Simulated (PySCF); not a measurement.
Si(All)2(F)(Me), SMILES C([Si](F)(CC=C)C)C=C (C7H13FSi), GFN2-xTB optimised geometry. Atoms within 1.6 Å of the plane z = 1.0 Å (x, y, z in Å): C1 (-1.31, -2.50, 1.01), C2 (-0.76, -1.38, 1.44), C3 (-1.40, -0.04, 1.38), Si4 (-0.66, 1.05, 0.00), C5 (-1.38, 2.81, 0.00), C7 (1.25, 1.05, 0.00), C8 (1.82, 1.58, 1.27), C9 (2.37, 2.77, 1.41), H10 (-2.30, -2.51, 0.58), H11 (-0.81, -3.45, 1.06), H12 (0.24, -1.40, 1.87), H13 (-2.47, -0.15, 1.20), H14 (-1.28, 0.47, 2.34), H15 (-2.46, 2.80, 0.07), H17 (-0.99, 3.39, 0.83), H19 (1.60, 0.03, -0.16), H20 (1.73, 0.93, 2.13), H21 (2.47, 3.45, 0.57), H22 (2.76, 3.12, 2.35).

Calculation: B3LYP/def2-SVP (PySCF). Cells within 0.4 Å of a nucleus heavier than hydrogen are left out (blank, or x).

Map of the electrostatic potential (hartree/e), clipped to [-0.08, 0.12] on the plane z = 1.0 Å:

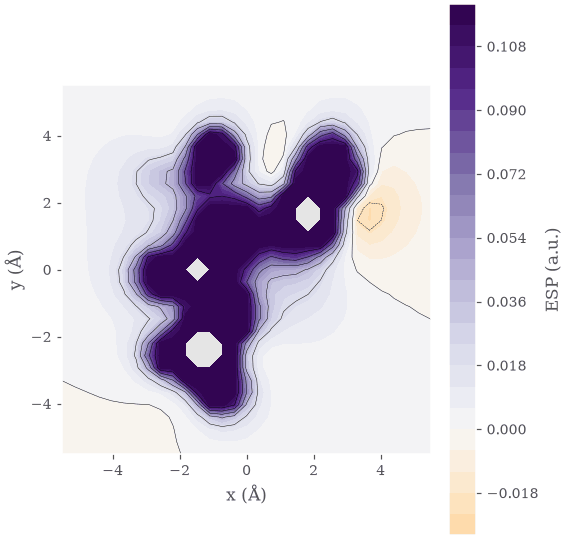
Electrostatic potential (hartree/e), clipped to [-0.08, 0.12] on the plane z = 1.0 Å.
